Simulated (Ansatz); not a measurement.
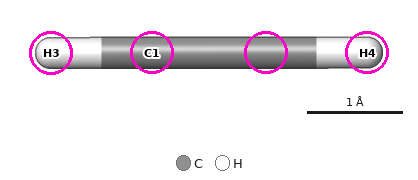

C$_{2}$H$_{2}$: the C1–H3 distance and the C2–H4 distance are varied on a grid, with the rest of the molecule carried along rigidly. The picture shows the minimum geometry. The ringed atoms are those of the scanned coordinate. A stick model, seen at a tilt.

Single-point energies from Ansatz with CCSD(T) in the def2-TZVPP basis, on geometries moved rigidly from the minimum at PBE0-D4/def2-TZVP. Coupled cluster with a frozen core. Energies are counted from the PBE0-D4/def2-TZVP minimum geometry at the same level.

```xyz
4

C     0.1555   -0.5421    0.2004
C    -0.1555    0.5421   -0.2004
H     0.4322   -1.5065    0.5569
H    -0.4322    1.5065   -0.5569
```

Predict the energy profile on a grid with rows 0.958, 0.989, 1.035, 1.088, 1.147, 1.210, 1.278 and columns 0.958, 0.989, 1.035, 1.088, 1.147, 1.210, 1.278 (C1–H3 distance (Å); C2–H4 distance (Å)).

Answer. Rows: C1–H3 distance (Å); columns: C2–H4 distance (Å); values in eV.

```tsv
	0.958	0.989	1.035	1.088	1.147	1.210	1.278
0.958	0.550	0.404	0.293	0.286	0.393	0.602	0.901
0.989	0.404	0.258	0.147	0.140	0.247	0.456	0.755
1.035	0.293	0.147	0.035	0.029	0.136	0.344	0.643
1.088	0.286	0.140	0.029	0.022	0.129	0.338	0.636
1.147	0.393	0.247	0.136	0.129	0.236	0.445	0.743
1.210	0.602	0.456	0.344	0.338	0.445	0.654	0.952
1.278	0.901	0.755	0.643	0.636	0.743	0.952	1.250
```

In pairs of (C1–H3 distance (Å); C2–H4 distance (Å)): the lowest computed point lies at (1.088, 1.088) (0.022 eV), the highest at (1.278, 1.278) (1.250 eV).  Over the ranges scanned the energy rises by about as much along both axes.

As a map, interpolated between the computed points (dots):

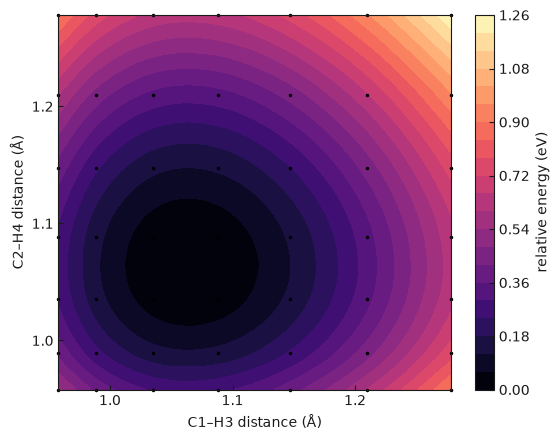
